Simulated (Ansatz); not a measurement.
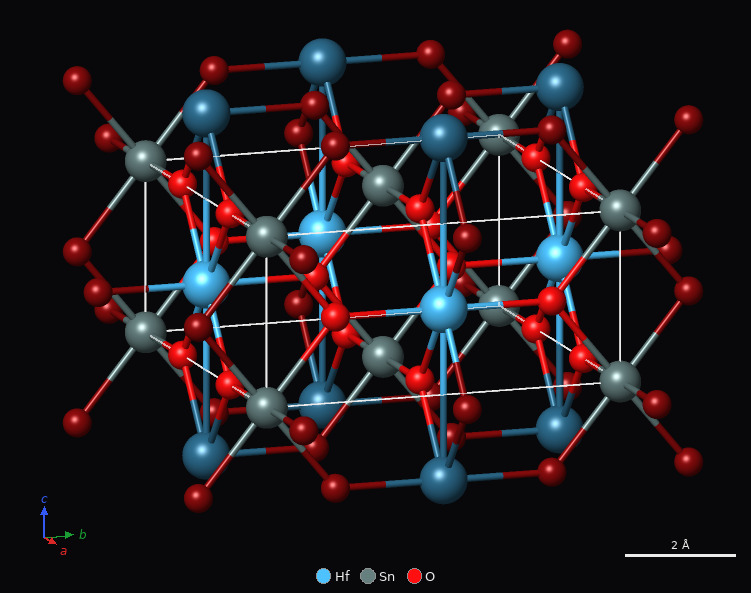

View slightly off an axis, drawn as a ball-and-stick model. Atoms at the boundary of the conventional unit cell (the box) are drawn once for each face, edge or corner they touch. Outside the box, the atoms bonded to those within are drawn, in fainter colours.

HfSnO₄, space group Cmmm (No. 65), a = 6.779 Å, b = 6.830 Å, c = 3.201 Å, α = 90.00°, β = 90.00°, γ = 90.00°. The structure comes from a structure type filled with these elements by a generator (whether the compound takes this form wasn't checked). Earlier steps of the study may have refined or changed the cell and positions. It went into a calculation with Ansatz.

This one geometry was computed with Ansatz (DFT, plane waves, PAW) at five levels of theory: r2SCAN, HSE06, PBE with spin-orbit coupling, PBE0 and PBE. It was relaxed beforehand with r2SCAN.

Q: Which level gives the highest pressure at this volume, and what does that say about its equilibrium volume?

A: Highest: PBE with spin-orbit coupling (6.2 GPa) and PBE (6.3 GPa), which points to the largest equilibrium volume. Lowest, with the smallest volume: HSE06 (-0.5 GPa) and PBE0 (-0.6 GPa). Levels within 0.5 GPa of each other can't be told apart.

Q: How does the band gap change with the level of theory?

A: PBE: a gap of 2.42 eV, direct; PBE with spin-orbit coupling: a gap of 2.43 eV, direct; r2SCAN: a gap of 3.05 eV, direct; HSE06: a gap of 4.11 eV, direct; PBE0: a gap of 4.86 eV, direct.

Q: Collect the results in a table.

A:
| level | cutoff (eV) | k-mesh of the run's cell | gap (eV) | pressure (GPa) |
| --- | --- | --- | --- | --- |
| r2SCAN | 500 | 6×6×8 | 3.05 | 0.0 |
| HSE06 | 420 | 4×4×4 | 4.11 | -0.5 |
| PBE with spin-orbit coupling | 420 | 6×6×8 | 2.43 | 6.2 |
| PBE0 | 420 | 4×4×4 | 4.86 | -0.6 |
| PBE | 420 | 6×6×8 | 2.42 | 6.3 |

Gaps are taken on the k-mesh or band path of each run.
